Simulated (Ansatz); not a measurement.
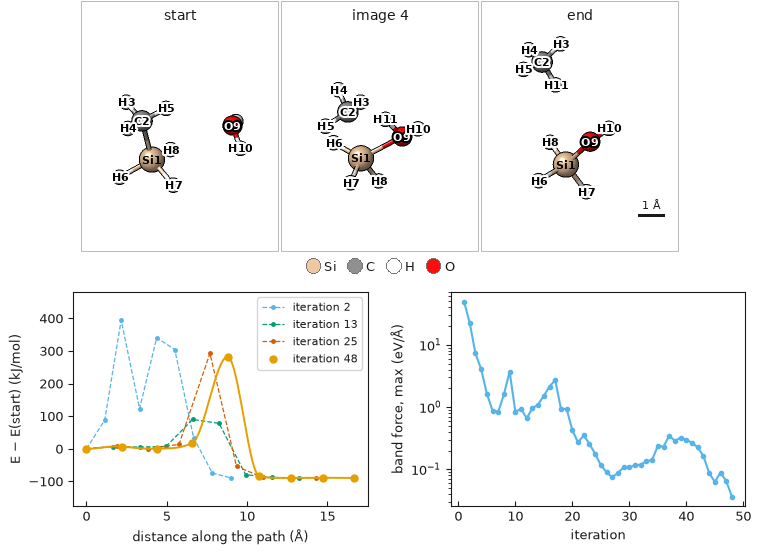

NEB run on CH8OSi, made up at the start of CH$_{6}$Si and H₂O. Images are numbered from 0 (start) to 8 (end). The plot follows the band through its iterations. A ball-and-stick model, seen at a tilt.

Computed with Ansatz 0.2.0, RHF/def2-SVP. Settings: 7 movable images; climbing image; force threshold 0.05 eV/Å; iteration limit 60; starting path through a guess of the saddle point.

### Did the band converge, and can the barrier be trusted?

The run is converged, with reservations. The band converged in 48 iterations. The largest component of the band force went from 50 to 0.036 eV/Å. The climbing image converged on the top of the path. Its vibrational analysis gives one imaginary mode (1364i cm⁻¹), as a transition state must have. The first iteration put the highest image at 1639.7 kJ/mol. The energy climbs by 282.6 kJ/mol to image 4 and then falls by 371.7 kJ/mol, so the end point sits at −89.1 kJ/mol.

Limits of the set-up: the start holds two separate molecules, 2.8 Å apart at their closest, whose relative position is a soft coordinate and is computed without a dispersion correction; Hartree-Fock leaves out electron correlation.

Cost: 3.9 min on 1 thread of Intel(R) Xeon(R) 6975P-C (Granite Rapids), on a shared host, peak memory 0.16 GiB.
